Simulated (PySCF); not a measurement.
```yaml
atoms:
  - { symbol: C, position_ang: [-1.9042, 0.8049, -0.2797] }
  - { symbol: C, position_ang: [-1.5030, -0.2123, 0.4917] }
  - { symbol: C, position_ang: [-0.5339, -1.2776, 0.1205] }
  - { symbol: Al, position_ang: [1.3157, -0.8800, 0.7031] }
  - { symbol: C, position_ang: [1.8472, 0.9763, 0.9944] }
  - { symbol: H, position_ang: [-1.5625, 0.9071, -1.3156] }
  - { symbol: H, position_ang: [-2.5905, 1.5683, 0.0950] }
  - { symbol: H, position_ang: [-1.8889, -0.2542, 1.5199] }
  - { symbol: H, position_ang: [-0.4627, -1.3763, -0.9810] }
  - { symbol: H, position_ang: [-0.8381, -2.2676, 0.5010] }
  - { symbol: H, position_ang: [2.3362, -2.0956, 0.8780] }
  - { symbol: H, position_ang: [1.4664, 1.6227, 0.1852] }
  - { symbol: H, position_ang: [1.3828, 1.3573, 1.9219] }
  - { symbol: H, position_ang: [2.9342, 1.1259, 1.0813] }
```

Geometry: PBE0-D3(BJ)/def2-SVP.

Theory: PBE0/pcSseg-1, SCF density, gas phase, non-relativistic (PySCF).

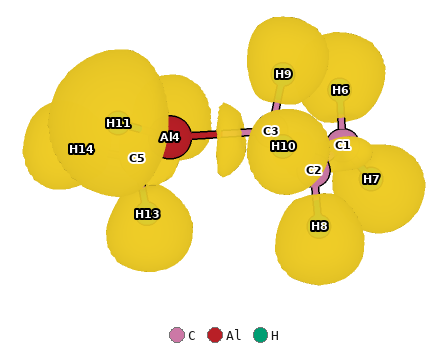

C4H9Al. Isosurface of the electron localisation function at 0.85 (yellow), seen from one side. Core shells and regions of very low density are left out.

Q: Where are the electrons localised?

A: At this value the surface marks out two regions between bonded Al–C atoms (shared pairs), two regions between bonded C–C atoms (shared pairs) and nine regions around hydrogen nuclei. Profiles from the grid: C–C (1.34 Å): the ELF peaks at about 0.90 between the atoms (a short, multiple covalent bond). C–Al (1.95 Å): the ELF peaks at about 0.95 between the atoms; a polar covalent bond.
